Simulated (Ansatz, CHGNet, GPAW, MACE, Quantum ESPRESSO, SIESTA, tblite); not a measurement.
# Codes compared on random packing of 71HfO2-29Hf3N4 (mol %) (71 atoms)

Aim: run random packing of 71HfO2-29Hf3N4 (mol %) (71 atoms) in several programs and set results and cost side by side. A plane-wave run serves as the reference.

Method: Kohn-Sham DFT, PBE, PAW, plane waves, in Ansatz 0.2.0.

### Step 1. Set-up

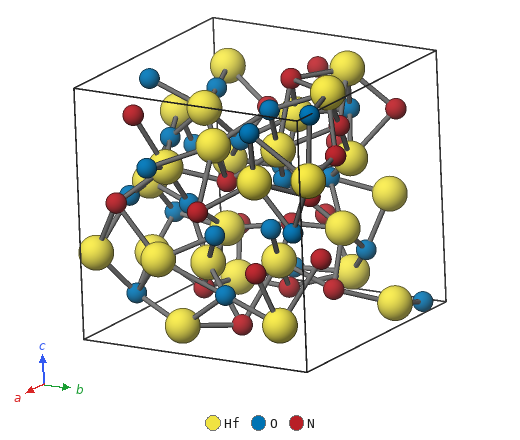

Start, viewed slightly off an axis; hafnium yellow, oxygen blue, nitrogen red. Bonds to atoms that aren't drawn are left out. Some periodic images of atoms are drawn too.

The cell holds 71 atoms: 27 Hf, 24 O and 20 N. Cell: a = 9.912 Å, b = 9.912 Å, c = 9.912 Å, α = 90.0°, β = 90.0°, γ = 90.0°. 71 atoms (27 Hf, 24 O, 20 N) packed at random in a cube at 9.35 g/cm³ and pushed apart as soft spheres, cations and anions kept from their own kind; a start for melting by ab initio MD, not an equilibrated structure. Then every atom was moved at random, 0.02 Å r.m.s. a Cartesian component.

Structure file:

```
Hf O N
1.0
     9.91160    0.00000    0.00000
     0.00000    9.91160    0.00000
     0.00000    0.00000    9.91160
Hf O N
27 24 20
Direct
  0.40314 0.28470 0.31273
  0.32105 0.97520 0.08158
  0.33845 0.04108 0.73061
  0.58249 0.64261 0.72159
  0.82142 0.77241 0.10612
  0.33026 0.56999 0.78234
  0.88899 0.72500 0.68804
  0.90845 0.29089 0.33127
  0.49747 0.00422 0.49102
  0.76189 0.24676 0.65189
  0.92491 0.99186 0.73945
  0.50916 0.58053 0.25299
  0.34522 0.76775 0.35892
  0.65761 0.35547 0.25739
  0.12875 0.14074 0.86321
  0.27429 0.24306 0.07732
  0.61219 0.89558 0.99004
  0.54491 0.03423 0.22458
  0.29104 0.23691 0.55011
  0.23768 0.74826 0.96213
  0.59761 0.32754 0.85141
  0.31371 0.79453 0.63197
  0.83829 0.34491 0.05425
  0.79634 0.48774 0.77746
  0.03534 0.60530 0.07759
  0.93005 0.02652 0.32936
  0.09677 0.82756 0.43479
  0.79033 0.11283 0.14117
  0.09265 0.34346 0.48200
  0.87043 0.97435 0.98339
  0.84073 0.54438 0.20151
  0.42039 0.55675 0.54761
  0.86536 0.87546 0.49946
  0.73010 0.05916 0.50542
  0.19608 0.62329 0.50124
  0.07491 0.36998 0.07669
  0.61222 0.25124 0.46542
  0.82047 0.49366 0.42727
  0.37404 0.24358 0.85817
  0.65983 0.64529 0.42794
  0.98494 0.30398 0.71693
  0.55408 0.14002 0.69781
  0.18975 0.01182 0.55075
  0.43164 0.37842 0.68393
  0.15905 0.75115 0.21905
  0.66307 0.12678 0.96054
  0.09057 0.95358 0.02040
  0.11300 0.67281 0.75976
  0.33134 0.00611 0.32176
  0.70283 0.68790 0.92009
  0.96416 0.75940 0.90931
  0.05433 0.50762 0.29924
  0.51307 0.24003 0.10135
  0.87503 0.18239 0.88123
  0.11118 0.15644 0.23146
  0.64374 0.48862 0.02218
  0.29571 0.48468 0.07438
  0.68692 0.96712 0.76914
  0.64802 0.44968 0.58888
  0.46227 0.63645 0.97042
  0.20633 0.36325 0.75173
  0.46124 0.84535 0.81052
  0.15010 0.90427 0.79797
  0.90386 0.72486 0.32944
  0.28777 0.50212 0.32879
  0.65254 0.82290 0.57909
  0.46581 0.79390 0.15389
  0.02008 0.47648 0.87164
  0.99808 0.53367 0.57582
  0.95374 0.14076 0.54848
  0.69317 0.88721 0.34962
```

### Step 2. The reference run

The PAW files are the set soft_2.

Input file input.yaml:

```yaml
crystal:
  lattice:
    - [9.9116, 0.0, 0.0]
    - [0.0, 9.9116, 0.0]
    - [0.0, 0.0, 9.9116]
  atoms:
    - { symbol: Hf, position: [0.40314, 0.2847, 0.31273] }
    - { symbol: Hf, position: [0.32105, 0.9752, 0.08158] }
    - { symbol: Hf, position: [0.33845, 0.04108, 0.73061] }
    - { symbol: Hf, position: [0.58249, 0.64261, 0.72159] }
    [... 61 atom lines left out ...]
    - { symbol: "N", position: [0.65254, 0.8229, 0.57909] }
    - { symbol: "N", position: [0.46581, 0.7939, 0.15389] }
    - { symbol: "N", position: [0.02008, 0.47648, 0.87164] }
    - { symbol: "N", position: [0.99808, 0.53367, 0.57582] }
    - { symbol: "N", position: [0.95374, 0.14076, 0.54848] }
    - { symbol: "N", position: [0.69317, 0.88721, 0.34962] }
kpoints:
  mp_grid: { grid: [1, 1, 1] }
hamiltonian:
  xc: pbe
scf:
  occupations: { method: fermi_dirac, width: 0.05 }
output:
  forces: true
  eigenvalues: true
  populations: true
  stress: true
```

On the command line:

```sh
$ ansatz run input.yaml --threads 4 --pin off --max-ram 8192MiB --backend cpu --events-out ev --progress --plain --runs-dir out
```

What it wrote:

```text
[...]
Pseudopotentials: kind: paw
Pseudopotential: Hf, paw, valence charge 26, recommended cutoff 420 eV (normal), Hf.paw.azcp
Pseudopotential: O, paw, valence charge 6, recommended cutoff 420 eV (normal), O.paw.azcp
Pseudopotential: N, paw, valence charge 5, recommended cutoff 420 eV (normal), N.paw.azcp
[... 5 lines on functional and potentials left out ...]
Crystal: 71 atoms, lattice volume = 973.714 Å³
Basis set: ecut = 420 eV, 19093 PW (Γ), exchange–correlation on 144×144×144 points (8 copies of the dense FFT grid, shifted against one another)
Bands: 568, of which v1, the nominal top of the filled ones, is band 473 counted from 1 (472 counted from 0)
Symmetry: 1 space group operations
Space group: P1 (ITA 1), of the structure as read, at distance tolerance 9.9e-5 Å
k-points: 1
[... 7 lines on functional and potentials left out ...]
Initial density: superposition of atomic densities (neutral atoms: chi_scale 0, normalization atom), corrected by the library's trained network
Initial wavefunctions: pseudopotential atomic-orbital guess
[...]
SCF iter   1: F=—  HF=-445701.906915 eV  |F-HF|=—  |Δ(HF+E_count)|=         —  Δρ=1.39e-2  dr2=3.33e0  ethr=1.77e-3  ⟨swp⟩=5.0  Hψ=1730  notcnv=0  defer=44
preconditioner: auto → LDOS  [metal: Δε(μ)=0.049 eV  Ē_g=15.515 eV  σ=0.050 eV  W_gap=0.24  n_scr=340 (ndim 8)  ℏωp=35.5 eV  f_vac=0.019  D(μ)=42.79/eV (n_scr^D=364)  β→1.0]
[...]
SCF iter  11: F=—  HF=-445701.612102 eV  |F-HF|=—  |Δ(HF+E_count)|=   3.98e-8  Δρ=5.78e-6  dr2=3.63e-7  ethr=2.20e-10  ⟨swp⟩=2.0  Hψ=984  notcnv=0  defer=57
SCF iter  12: F=-445701.612102 eV  HF=-445701.612102 eV  |F-HF|=7.86e-8  |Δ(HF+E_count)|=   4.66e-9  Δρ=2.87e-6  dr2=9.46e-8  ethr=1.06e-11  ⟨swp⟩=12.0  Hψ=2657  notcnv=0
SCF 1 converged in 12 iterations: F = -445701.612102 eV  dr2 = 9.46e-8
[...]
SCF converged after 12 iterations
Free energy (F): -445701.612102 eV
Harris-Foulkes:  -445701.612102 eV  (|F-HF|=7.86e-8)
Internal energy: -445701.221989 eV  (E = F + TS)
E sigma→0 (E₀):  -445701.417046 eV
Entropy (-TS):   -0.390112 eV (-5.495 meV/atom)
Fermi energy:    14.266272 eV
--- Per-component energies (eV) ---
[...]
Σ components = -445701.612102   (vs F -445701.612102, Δ=0.00e0)
--- Forces (eV/Å), atoms counted from 1 ---
  atom   1  Hf    -0.22944341     2.22798963     0.84078116
  atom   2  Hf    -3.74739467    -1.99951202     1.46519430
  atom   3  Hf     3.17932213     0.02743806     3.36383379
  atom   4  Hf     0.95573578     2.86635892    -2.32751709
[...]
atom  71  N     -2.15242934     1.62684295    -2.23377930
  max |Σ_I F_I| component: 2.01e-4 eV/Å
--- Stress (GPa, compression-positive) ---
      -12.817336      -3.006963      -5.226359
       -3.006962      -8.956623       1.229131
       -5.226359       1.229132     -16.016738
  P = ⅓ Tr σ = -12.5969 GPa (-125.969 kbar)
--- Band table (eV) ---
  k-point 0: bands = ["-48.5559", "-48.4908", "-48.4453", "-48.4395", [... 552 levels ...], "18.4858", "18.5497", "18.5848", "18.6556", "18.6987", "18.7367", "18.7851", "18.8013", "18.8863", "18.8992", "18.9302", "18.9398"]
--- Löwdin populations: 71 sites ---
  site symbol       q [e]
     0     Hf     25.4161
     1     Hf     25.3374
     2     Hf     25.3917
[...]
70      N      5.3932
  spilling = 0.002531 (of n_electrons = 946.000000)
```

Run time: 30 s. Hardware: 4 threads of Arm Neoverse V1, shared host; peak memory 1.7 GiB; 1.9 min of CPU time.

Read from the output:

```
free energy                             : -445701.6121 eV
free energy per atom                    : -6277.4875 eV/atom
SCF cycles                              : 12
pressure                                : -12.6 GPa
r.m.s. force component                  : 2.336 eV/Å
longest force                           : 8.89 eV/Å
Fermi energy                            : 14.27 eV
levels partly filled by over 2 per cent : 9
spilling of the projection              : 0.002531
```

Length of the force by element:

```tsv
element	coordination	atoms	mean length of the force (eV/Å)	spread	least	most
Hf	all	27	4.59	2.20	0.908	8.89
N	all	20	2.89	1.22	1.03	5.44
O	all	24	3.08	1.26	0.409	5.32
```

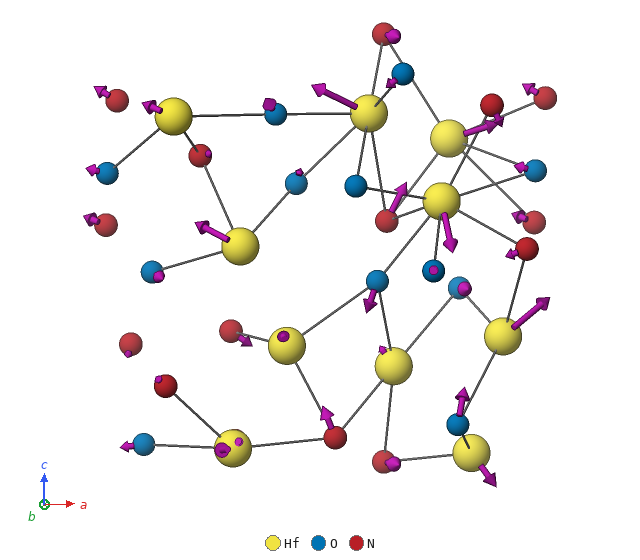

Forces as arrows; the longest in the cell is 8.89 eV/Å. Drawn is a slice 5 Å thick, seen along the normal of the ac plane. Bonds to atoms that aren't drawn are left out.

Löwdin charges by element (they lack the spilled electrons, 0.034 e an atom on average):

```tsv
element	coordination	atoms	mean charge (e)	spread	least	most
Hf	all	27	0.844	0.174	0.511	1.07
N	all	20	-0.427	0.129	-0.631	-0.156
O	all	24	-0.494	0.069	-0.615	-0.372
```

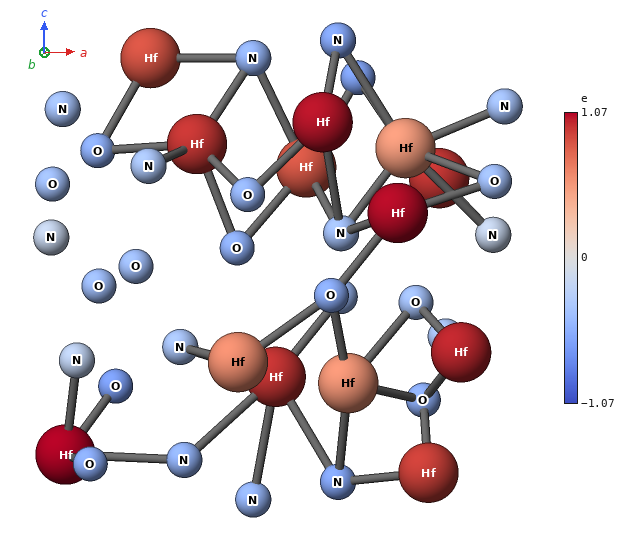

Atoms coloured by Löwdin charge. Drawn is a slice 5 Å thick, seen along the normal of the ac plane. Bonds to atoms that aren't drawn are left out.

The levels nearest the highest filled one (over half full), pooled over k-points and spins:

```tsv
level less the highest filled one (eV)	occupation
-0.211	1.98
-0.192	1.98
-0.150	1.95
-0.0534	1.68
-0.0329	1.56
0	1.29
0.047	0.832
0.111	0.329
0.144	0.185
0.172	0.11
0.205	0.058
0.226	0.039
```

### Step 3. Structure statistics

Density 9.35 g/cm³, 13.71 Å³ an atom.

g(r), total and by pair (bins of 0.2 Å):

```tsv
r (Å)	total	Hf-Hf	Hf-O	Hf-N	O-O	O-N	N-N
2.10	0.07	0.00	0.00	0.00	0.57	0.00	0.00
2.30	2.75	0.00	4.40	1.91	2.34	4.21	1.73
2.50	1.96	0.00	2.15	4.05	0.84	1.79	1.23
2.70	1.85	4.87	1.25	1.19	1.49	1.77	0.84
2.90	0.73	0.50	0.56	1.12	0.48	0.77	0.91
3.10	0.78	1.08	0.93	0.53	0.98	0.50	0.80
3.30	0.70	0.48	0.88	0.79	0.38	0.66	0.90
3.50	0.94	0.61	1.14	1.35	0.44	0.66	1.26
3.70	0.63	0.32	0.57	0.83	0.68	0.71	0.56
3.90	0.83	0.76	0.87	0.61	1.33	0.69	1.01
4.10	0.97	0.95	0.75	0.99	0.96	1.30	0.92
4.30	1.20	1.42	1.32	0.90	1.72	1.01	0.94
4.50	1.11	1.11	0.95	1.03	1.25	1.23	1.34
4.70	1.23	1.44	1.22	1.29	1.09	1.02	1.50
4.90	1.02	1.15	0.92	1.19	0.90	1.04	0.81
```

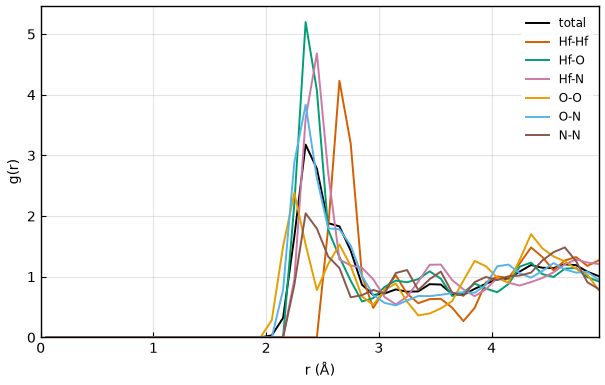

Pair distribution functions, lightly smoothed.

Bonds by pair of elements; cutoffs follow the first minimum of g(r), held within bounds set by covalent radii, and pairs that aren't listed don't count as bonded:

```tsv
pair A-B	cutoff (Å)	bonds	mean length (Å)	spread (Å)	shortest (Å)	B about A	A about B
Hf-O	2.88	80	2.46	0.136	2.31	2.96	3.33
Hf-N	2.88	67	2.51	0.152	2.35	2.48	3.35
```

The cutoff for Hf-N falls short of the minimum of g(r), so counts run low and odd coordinations can be artefacts.

How many atoms have how many bonded neighbours:

```tsv
element	mean	1	2	3	4	5	6	7
Hf	5.44	0	0	1	3	9	11	3
N	3.35	0	5	8	2	5	0	0
O	3.33	1	3	8	11	1	0	0
```

### Step 4. What was run beside it

The programs:
- CHGNet: machine-learned potential, published weights.
- GPAW 26.7.0: PAW with atomic orbitals (LCAO), plane waves or a real-space grid of spacing h.
- MACE: machine-learned potential, published weights.
- Quantum ESPRESSO 7.5: plane waves; labels (QE) give functional, pseudopotential set and cutoffs of waves/density.
- SIESTA 5.4.2: numerical atomic orbitals, whose automatically made sets are far from complete, with PseudoDojo norm-conserving potentials that we converted to its format (checked against plane waves on the same files for H, C, O, Si, Ge and Ca alone); labels give functional, basis size, energy shift and mesh cutoff.
- tblite 0.8.0: extended tight binding, driven from Python.

All use the same cell and atoms; the electronic-structure runs use the same k-mesh, and an electronic temperature of 580 K (0.05 eV) where levels are smeared.

Differences are against the plane-wave reference, forces as r.m.s. over components; share is that over the reference's r.m.s. force, slope the least-squares factor from reference forces to these. Total energies of different programs have different zeros and aren't compared.

```tsv
run	Δ force, r.m.s. (meV/Å)	share (%)	slope	Δ pressure (GPa)	cores	CPU time	memory (GiB)
reference	-	-	-	-	4	1.9 min	1.7
CHGNet 0.3.0 potential	640	27.4	1.091	-5.56	1	5 s	1.1
GPAW PBE, plane waves 600 eV	22.0	0.942	1.005	-4.83	2	17 min	1.8
MACE MP-0b2 small potential	632	27.1	1.014	0.640	1	8.2 s	0.67
MACE MPA-0 medium potential	431	18.4	0.953	-1.30	1	12 s	0.96
QE PBE, sssp-1.3.0-efficiency, 60/480 Ry	12.9	0.553	1.000	-0.300	4	30 min	2.5
SIESTA PBE, DZP, shift 0.01 Ry, mesh 150 Ry (coarse)	95.3	4.08	0.984	-1.53	2	3.9 min	0.86
SIESTA PBE, DZP, shift 0.01 Ry, mesh 500 Ry	93.8	4.02	0.983	-1.52	2	16 min	2.3
SIESTA PBE, SZ, shift 0.01 Ry, mesh 500 Ry (coarse)	355	15.2	0.880	-9.85	1	5.6 min	1.1
tblite GFN1-xTB	1226	52.5	1.173	37.6	1	5.2 s	0.12
```

Rows marked coarse were listed beforehand as settings not expected to be converged; some can still land near the reference.

Times of the machine-learned potentials are mostly Python's start and the loading of weights.

CPU time is summed over cores on a shared host, where runs went side by side, so it is rough. Symmetry, cutoffs, thresholds, outputs and thread counts weren't matched or tuned between programs; memory under MPI is the largest rank's times the ranks.

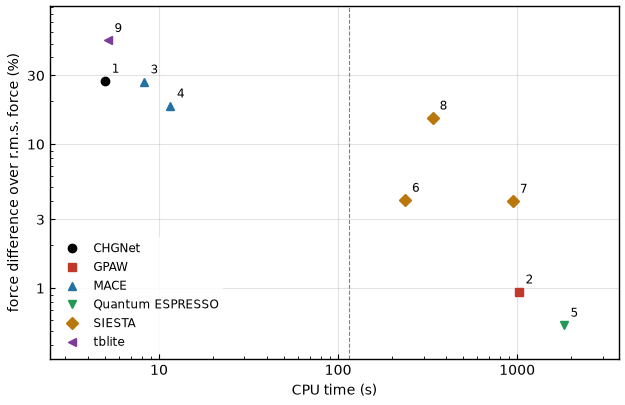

Force difference against CPU time; the dashed line marks the reference's time. Points: 1 CHGNet 0.3.0 potential; 2 GPAW PBE, plane waves 600 eV; 3 MACE MP-0b2 small potential; 4 MACE MPA-0 medium potential; 5 QE PBE, sssp-1.3.0-efficiency, 60/480 Ry; 6 SIESTA PBE, DZP, shift 0.01 Ry, mesh 150 Ry; 7 SIESTA PBE, DZP, shift 0.01 Ry, mesh 500 Ry; 8 SIESTA PBE, SZ, shift 0.01 Ry, mesh 500 Ry; 9 tblite GFN1-xTB.

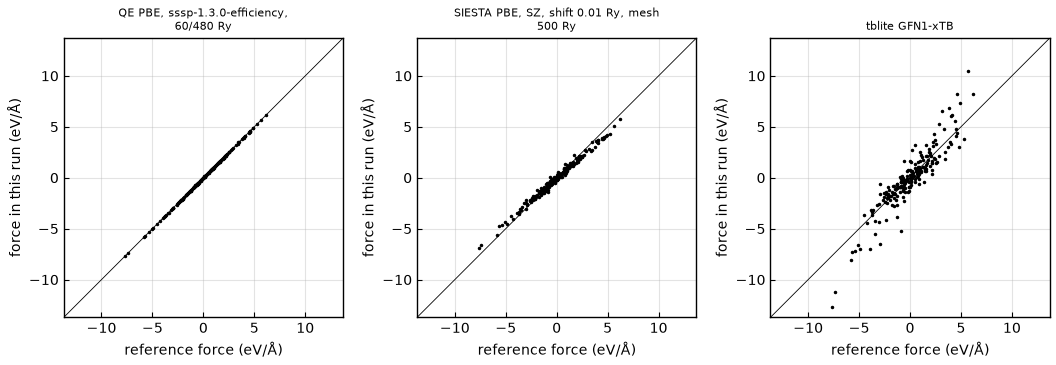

Force components against those of the reference; the line marks equality.

Runs without a result: GPAW PBE, LCAO dzp, h 0.18 Å (cut off at its time limit of 14 min); GPAW PBE, LCAO sz(dzp), h 0.18 Å (cut off at its time limit of 4.3 min); GPAW PBE, LCAO dzp, h 0.22 Å (cut off at its time limit of 10 min).

Mean charges by element (e), by run and scheme:

```tsv
run	scheme	Hf	O	N
reference	Löwdin	+0.84	-0.49	-0.43
SIESTA PBE, DZP, shift 0.01 Ry, mesh 500 Ry	Hirshfeld	+0.34	-0.22	-0.20
tblite GFN1-xTB	Mulliken	+0.81	-0.59	-0.38
```

The reference's Löwdin charges lack the electrons that the projection spills, 0.034 e an atom on average.

Within one program, basis, potentials and functional, energies share a zero. Each run against its twin at the usual cutoff or grid and solver:

```tsv
run	twin	Δ energy (meV/atom)	Δ force, r.m.s. (meV/Å)	CPU time over the twin's
SIESTA PBE, DZP, shift 0.01 Ry, mesh 150 Ry	DZP, shift 0.01 Ry, mesh 500 Ry	1.01	15.3	0.25
```

### Step 5. Summary of results

| Quantity | Value |
| --- | --- |
| reference r.m.s. force component | 2.34 eV/Å |
| nearest in forces | QE PBE, sssp-1.3.0-efficiency, 60/480 Ry, 0.55 % |
| farthest in forces | tblite GFN1-xTB, 52 % |
| cheapest electronic-structure run beside the reference | tblite GFN1-xTB, 5.2 s of CPU time |

PBE on plane waves or a grid with other potentials, cutoffs or grids, coarse settings apart, differs from the reference by 0.55 % (QE PBE, sssp-1.3.0-efficiency, 60/480 Ry) to 0.94 % (GPAW PBE, plane waves 600 eV) of the r.m.s. force; this holds the reference's own error, so differences of a few per cent don't tell which side is nearer the exact PBE result (QE's 60 Ry are 816 eV, against the reference's 420 eV). The PBE run in local orbitals, coarse settings apart, differs by 4.0 % (SIESTA PBE, DZP, shift 0.01 Ry, mesh 500 Ry); basis, grid and potentials can all enter. Tight binding differs by 52 % (tblite GFN1-xTB); it is another model, with fitted parameters of its own, and the xTB methods hold dispersion. Machine-learned potentials differ by 18 % (MACE MPA-0 medium potential) to 27 % (CHGNet 0.3.0 potential); they were trained on other programs' data. Runs with settings chosen to be coarse differ by 4.1 % (SIESTA PBE, DZP, shift 0.01 Ry, mesh 150 Ry) to 15 % (SIESTA PBE, SZ, shift 0.01 Ry, mesh 500 Ry), their programs' other errors included. One electronic-structure run takes under half the reference's CPU time: tblite GFN1-xTB, at 52 % in 5.2 s against 1.9 min; its pressure misses by +37.6 GPa. SIESTA PBE, SZ, shift 0.01 Ry, mesh 500 Ry softens the forces by a factor of 0.88 while following their directions (correlation 0.994); the slopes of the 3 SIESTA runs lie between 0.88 and 0.98. In pressure, SIESTA PBE, SZ, shift 0.01 Ry, mesh 500 Ry misses by -9.9 GPa, at the same functional. Charges hang on model, scheme and program or settings: among these rows the mean for Hf runs from +0.34 to +0.84 e. In the reference: 9 levels are partly filled, by over 2 % (at Γ alone): at this level the cell shows no clear gap. Levels of broken or missing bonds inside a gap of the host would look the same. In the reference: mean Löwdin charges: Hf +0.84, N -0.43, O -0.49 e. Periodic xTB results under one method name differ between programs and library versions. The potentials hold different valence shells: 946 electrons in the reference, 568 in Quantum ESPRESSO with SSSP, 568 in SIESTA and 568 in GPAW; this bears on time and differences. Machine-learned potentials mimic data converged in k, so the reference's own k-point error enters their differences. The reference's stress is far from hydrostatic: its diagonal is -12.8, -9.0, -16.0 GPa, compression counted positive. The reference's pressure of -13 GPa belongs to a cell and atoms that aren't relaxed at this level. The electronic-structure runs sample only Γ, in a cell whose shortest periodic width is 10 Å, which is coarse for a cell with partly filled levels. Spin–orbit coupling is left out, which matters for the levels of the heavy elements.

[Also dropped from logs without a mark: logging warnings of Python, and SIESTA's first energy breakdown and zero terms.]

[Logs are printed without paths, hosts, clocks, repeated set-up lines and the standing remarks that a program may print on its own settings, such as how far it seeks lower states.]

[Hosts, paths, dates, database ids (printed as entryN), source tags and the programs' standing remarks are cut or masked in the printed files.]
